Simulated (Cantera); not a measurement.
Charge: 1 mol CCl₄, 2.6 mol HCl, 2.2 mol H₂, at 1.33 mbar.

These are equilibrium values from Cantera (NASA tables, ideal gas, pure condensed phases), not measurements of a reactor. Candidate condensed phases: C, C₆H₆, C₇H₈, C₈H₁₈; 103 gas species. Ions and electrons are included (thermal ionisation). The tables' values for CCl are old estimates; treat these amounts as uncertain. Kinetics and transport are ignored.

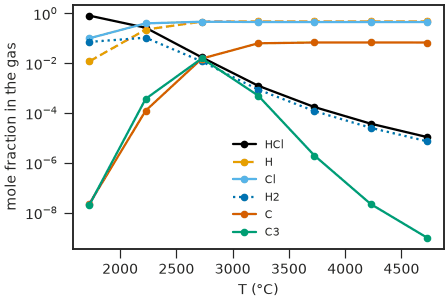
Fig. 1. Equilibrium gas composition (values under 1e-9 drawn at 1e-9)

From 1727 °C to 2227 °C the condensed part is C(graphite). From 2727 °C to 4727 °C nothing is condensed. The main C-bearing gas is C₂H₂ (acetylene) at 1727 °C and C at 4727 °C.
